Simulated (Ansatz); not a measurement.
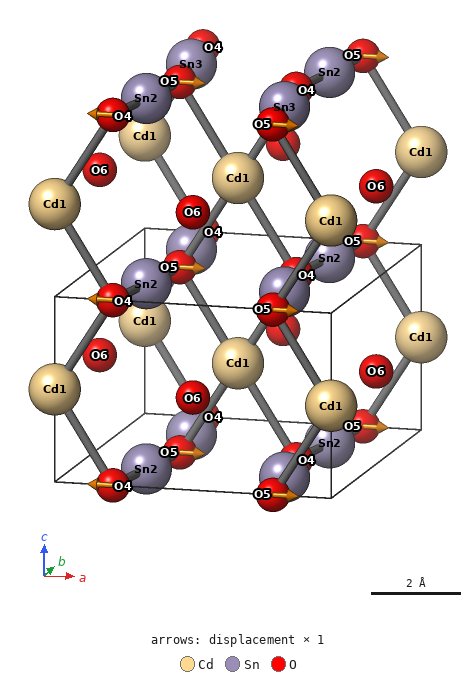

A relaxation of solid CdSn₂O₃ (a generated structure, set up in Cmmm) (coarse preliminary run). The starting structure is drawn; orange arrows show the displacements (the part carried along by the change of the cell is left out), at their true length.

The picture is a ball-and-stick view of the conventional cell (2 times the calculation's cell), repeated 1 × 1 × 2 with one cell outlined, seen slightly off an axis. Lengths and directions refer to the drawn axes.

The calculation used DFT PBE, scalar-relativistic, plane waves, PAW in Ansatz 0.2.0. (plane-wave cutoff 420 eV; k-point mesh 4 × 4 × 4; occupations gaussian; smearing width 0.1 eV; no spin polarisation; cell and atoms relaxed; force threshold 0.04 eV/Å; at most 70 steps)

Q: Atoms of which element are displaced furthest, and by how much?

A: Oxygen: up to 0.62 Å, against 0.00 Å for tin.

Q: Describe the change and its energy.

A: The energy falls by 467 meV per atom in 17 accepted moves (22 points after the start). The largest force component goes from 1.2 to 0.02 eV/Å. The pressure goes from 9.30 to 0.03 GPa. The line search rejected the trial step at point 8 of the run. The SCF was repeated 4 times at an unchanged geometry on a basis and grid sized afresh for the cell, which shifted the energy by 61.7 meV per atom at most. The largest moves relative to the cell, 0.62 Å, are those of O4 and O5. O5 goes along +a. Sn and Cd stay in place. Cell: a 6.519 → 10.020 Å (+53.7 %), b 7.600 → 7.807 Å (+2.7 %), c 4.305 → 3.201 Å (−25.7 %). Volume +17.4 %. Among the contacts that change: Cd1–O4 2.553 → 2.186 Å, Sn2–O4 1.917 → 2.200 Å. Bond angles that change, for instance: Sn2–O5–Sn3 164.6° → 125.0°, O4–Cd1–O4 115.0° → 94.1°, O4–Cd1–O5 65.0° → 85.9°. The space group stays Cmmm (No. 65). The run took 63 s on 1 thread of Intel(R) Xeon(R) 6975P-C (Granite Rapids), on a shared host, peak memory 0.51 GiB.
